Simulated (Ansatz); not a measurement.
# C2H2F2 (vinylidene fluoride) at r2SCAN0/aug-cc-pVDZ

Aim: the electronic atomisation energy of C2H2F2 (vinylidene fluoride) at r2SCAN0/aug-cc-pVDZ, from 4 runs. 

Program for the calculation: Ansatz 0.2.0.

47 further runs of the same task are left out: 47 set aside as unsound or not needed.

## (1) Starting point

C2H2F2 has 6 atoms, charge 0, and is taken as a singlet. As SMILES, `C=C(F)F`. Geometry: relaxed at PBE0-D4/def2-TZVP.

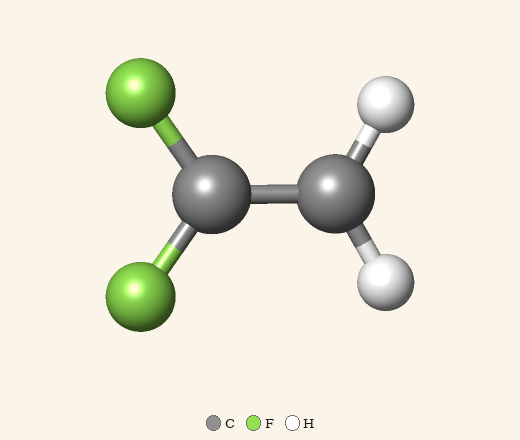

Viewed from a chosen angle; carbon grey, fluorine green, hydrogen white.

## (2) A single-point energy at r2SCAN0/aug-cc-pVDZ

in.yaml

```yaml
basis:
  gaussian:
    orbitals: aug-cc-pVDZ
crystal:
  periodic: [false, false, false]
  atoms:
    - {symbol: C, position_ang: [-0.115900, 0.471000, -0.544400]}
    - {symbol: C, position_ang: [0.105000, -0.394600, 0.420100]}
    - {symbol: F, position_ang: [-0.454900, -0.363600, 1.607600]}
    - {symbol: F, position_ang: [0.919200, -1.422100, 0.343000]}
    - {symbol: H, position_ang: [0.394200, 0.360600, -1.488400]}
    - {symbol: H, position_ang: [-0.805600, 1.284800, -0.384200]}
hamiltonian:
  xc: {name: r2SCAN0}
accuracy: high
output: {orbitals: {seedname: orbitals}}
```

On the command line:

```bash
$ ansatz run in.yaml --threads 1 --pin off --max-ram 3480MiB --events-out events.jsonl --progress --plain --runs-dir runs
```

Standard output:

```text
Warning: RAYON_NUM_THREADS=1 ignored (pool sized by the plan → 1); use --threads N
Functional definition: r2SCAN0
  name "r2SCAN0"
  parameter a = 0.25
  parameter k0 = 0.174
  parameter k1 = 0.065
  parameter a1 = 4.9479
  exchange = (1 - a)*r2scan_x(k0 = k0, k1 = k1, a1 = a1) + a*exact_x
  correlation = r2scan_c
2192 factors; integrals over basis functions are off by at most 3.1e-9 eV
mean field evaluation 1: about -7531.0541 eV, gradient 4.6e1 eV
mean field evaluation 2: about -7529.5195 eV, gradient 5.0e1 eV
mean field evaluation 4: about -7535.8291 eV, gradient 1.5e0 eV
mean field evaluation 8: about -7535.8383 eV, gradient 1.4e-2 eV
mean field evaluation 16: about -7535.8383 eV, gradient 3.6e-7 eV
mean field -7535.83825705 eV, -276.9369479720 hartree, gradient 1.9e-8 eV, S^2 0.000000; 0 other end points of the search recorded, 0 dependent functions left out
reference -7535.83825900 eV, -276.9369480436 hartree; 16, 16 occupied and 94, 94 virtual orbitals, 2192 factors
Total energy: -7535.83825900 eV, -276.9369480436 hartree
```

Wall time 14 s (1 thread of Arm Neoverse V1, shared host); peak memory 0.39 GiB.

## (3) The C atom, same level

job.yaml

```yaml
crystal:
  periodic: [false, false, false]
  atoms:
    - {symbol: C, position_ang: [0.000000, 0.000000, 0.000000]}
basis:
  gaussian: {orbitals: aug-cc-pVDZ}
magnetization: {spin_polarized: true, initial_magnetization: 2}
hamiltonian: {xc: {name: r2SCAN0}}
accuracy: high
```

Run the same way, it converges to -37.82919 Eh (log not shown).

## (4) The F atom

job.yaml

```yaml
crystal:
  periodic: [false, false, false]
  atoms:
    - {symbol: F, position_ang: [0.000000, 0.000000, 0.000000]}
basis:
  gaussian:
    orbitals: aug-cc-pVDZ
magnetization:
  spin_polarized: true
  initial_magnetization: 1
hamiltonian:
  xc: {name: r2SCAN0}
accuracy: high
```

Run the same way, it converges to -99.69012 Eh (log not shown).

## (5) The H atom at the same level

in.yaml

```yaml
crystal:
  periodic: [false, false, false]
  atoms:
    - {symbol: H, position_ang: [0.000000, 0.000000, 0.000000]}
basis:
  gaussian:
    orbitals: aug-cc-pVDZ
hamiltonian:
  xc: {name: r2SCAN0}
accuracy: high
magnetization:
  spin_polarized: true
  initial_magnetization: 1
```

On the command line:

```bash
$ ansatz run in.yaml --threads 1 --pin off --max-ram 3480MiB --events-out events.jsonl --progress --plain --runs-dir runs
```

Standard output:

```text
Warning: RAYON_NUM_THREADS=1 ignored (pool sized by the plan → 1); use --threads N
Functional definition: r2SCAN0
  name "r2SCAN0"
  parameter a = 0.25
  parameter k0 = 0.174
  parameter k1 = 0.065
  parameter a1 = 4.9479
  exchange = (1 - a)*r2scan_x(k0 = k0, k1 = k1, a1 = a1) + a*exact_x
  correlation = r2scan_c
42 factors; integrals over basis functions are off by at most 4.4e-8 eV
mean field evaluation 1: about -13.5866 eV, gradient 4.8e-1 eV
mean field evaluation 2: about -13.5906 eV, gradient 5.5e-2 eV
mean field evaluation 4: about -13.5899 eV, gradient 3.2e-3 eV
mean field evaluation 8: about -13.5899 eV, gradient 8.9e-10 eV
mean field -13.58985112 eV, -0.4994178173 hartree, gradient 7.3e-8 eV, S^2 0.750000; 0 other end points of the search recorded, 0 dependent functions left out
reference -13.58985425 eV, -0.4994179323 hartree; 1, 0 occupied and 8, 9 virtual orbitals, 42 factors
Total energy: -13.58985425 eV, -0.4994179323 hartree
```

Wall time 0.51 s (1 thread of Arm Neoverse V1, shared host).

## (6) Outcome

At r2SCAN0/aug-cc-pVDZ:

| quantity | value |
| --- | --- |
| molecule: total energy | -276.93695 Eh |
| molecule: HOMO energy | -7.96 eV |
| molecule: LUMO energy | 0.45 eV |
| molecule: HOMO–LUMO gap | 8.42 eV |
| C atom: total energy | -37.82919 Eh |
| C atom: ⟨S²⟩ | 2.007 |
| F atom: total energy | -99.69012 Eh |
| F atom: ⟨S²⟩ | 0.752 |
| H atom: total energy | -0.49942 Eh |
| H atom: ⟨S²⟩ | 0.750 |
| electronic atomisation energy | 24.477 eV |

Taking the molecule apart into free atoms costs 24.48 eV (564 kcal/mol), before zero-point energy and without spin-orbit coupling.
